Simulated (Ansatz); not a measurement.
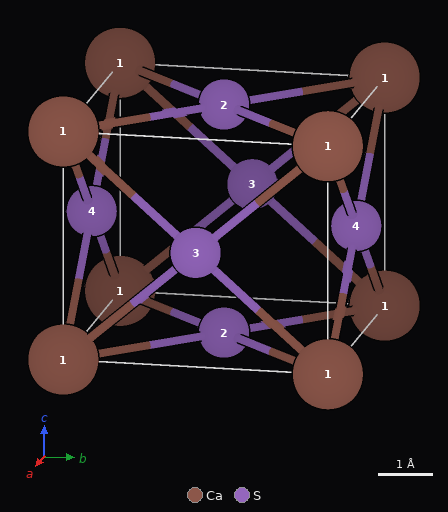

Starting structure of crystalline CaS3 (a generated structure, set up in P4/mmm) (coarse preliminary run). The picture is a ball-and-stick view of the cell of the calculation, seen slightly off an axis.

The calculation used DFT PBE, scalar-relativistic, plane waves, PAW (Ansatz).

The input:
```yaml
crystal:
  lattice:
    - [5.0263789, 0.0, 0.0]
    - [0.0, 5.0263789, 0.0]
    - [0.0, 0.0, 4.38789896]
  atoms:
    - { symbol: Ca, position: [0.0, 0.0, 0.0] }
    - { symbol: S, position: [0.5, 0.5, 0.0] }
    - { symbol: S, position: [0.0, 0.5, 0.5] }
    - { symbol: S, position: [0.5, 0.0, 0.5] }
basis:
  ecutwfc: 420
kpoints:
  mp_grid: { grid: [4, 4, 4] }
hamiltonian:
  xc: pbe
scf:
  occupations: { method: gaussian, width: 0.1 }
  lower_state_search: "off"
output:
  forces: true
  stress: true
  eigenvalues: true
relax:
  adjacent_minimum: "off"
  f_tol: 0.04
  max_steps: 70
  cell: { stress_tol: 0.4 }
```

Run as
```bash
ansatz run input.yaml --threads 1 --pin off --max-ram 2048MiB --backend cpu --events-out ev --progress --plain --runs-dir out
```

**Predict the outcome.**

No atom moves by more than 0.005 Å relative to the cell. Cell: a = b 5.026 → 4.623 Å (−8.0 %), c 4.388 → 3.508 Å (−20.1 %). Volume −32.4 %. Near-neighbour distances that change, for instance: Ca1–Ca1 4.388 → 3.508 Å, Ca1–S3 3.336 → 2.902 Å, S2–S3 3.336 → 2.902 Å, Ca1–S2 3.554 → 3.269 Å. Among the angles between lasting bonds that change: Ca1–S3–Ca1 82.2° → 74.4°, Ca1–S3–Ca1 97.8° → 105.6°. The space group stays P4/mmm (No. 123). After 5 accepted moves (6 points after the start) the energy has fallen by 1.717 eV per cell of the calculation. All forces vanish by symmetry, so only the cell relaxes. Pressure: −10.36 GPa at the start and 0.13 GPa at the end. At 1 point the geometry stayed and the basis and grid were re-selected for the new cell (energy shift of 0.7 meV per cell of the calculation at most each time).

The structure at the end:

```xyz
4
Lattice="4.6230 0.0000 0.0000 0.0000 4.6230 0.0000 0.0000 0.0000 3.5079" Properties=species:S:1:pos:R:3 pbc="T T T"
Ca    4.6230    4.6230    3.5079
S     2.3115    2.3115    3.5079
S     4.6230    2.3115    1.7540
S     2.3115    4.6230    1.7540
```

After the run, drawn alike:

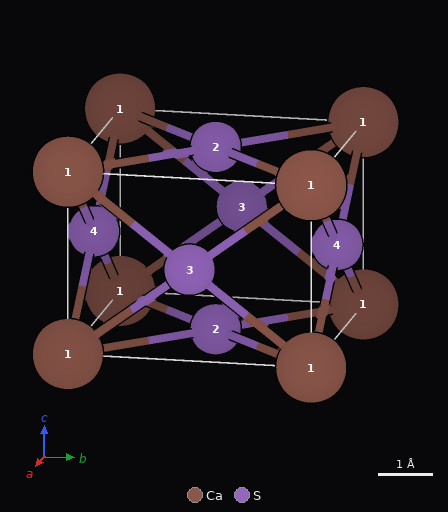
